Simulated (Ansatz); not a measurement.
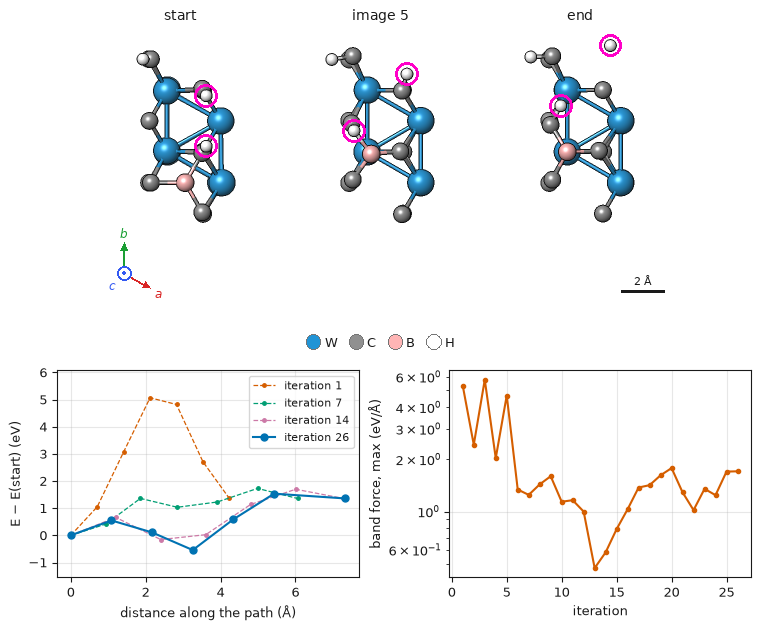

NEB run on BH3 on WC(001) (28 atoms in the cell). Images are numbered from 0 (start) to 6 (end). The plot follows the band through its iterations. Style: ball-and-stick. Shown: the simulation cell, with the vacuum cut short (origin moved), along the c axis. The atoms that move most are ringed. Bonds to atoms that aren't drawn are left out.

Level of theory: DFT LDA, scalar-relativistic, plane waves, PAW in Ansatz. Set-up: plane-wave cutoff 420 eV; k-point mesh 3 × 3 × 1; Fermi-Dirac smearing 0.05 eV; 8 atoms held fixed; 5 movable images; climbing image; force threshold 0.05 eV/Å; iteration limit 26; spring constant 10.0 eV/Å²; starting path by straight interpolation.

**Judge this run.**

The result isn't final. The band hadn't converged when the run stopped after 26 iterations. The largest component of the band force went from 5.3 to 1.7 eV/Å. The barrier read from it is provisional: over the last two iterations the highest image moved from 1.64 eV to 1.54 eV. The first iteration put the highest image at 5.07 eV. Relative to the start the highest point is image 5 at +1.54 eV and the end lies at +1.36 eV, but the profile dips to −0.54 eV at image 3 on the way, so there may be more than one step; on an unconverged band the side maxima are provisional.

Limits of the set-up: the periodic images lie only 5.8 Å apart, so the values are limited by the cell's size.

Cost: 49 min on 4 threads of Arm Neoverse V2, with other jobs on the host, peak memory 3.5 GiB.

PAW datasets: the set soft_1.
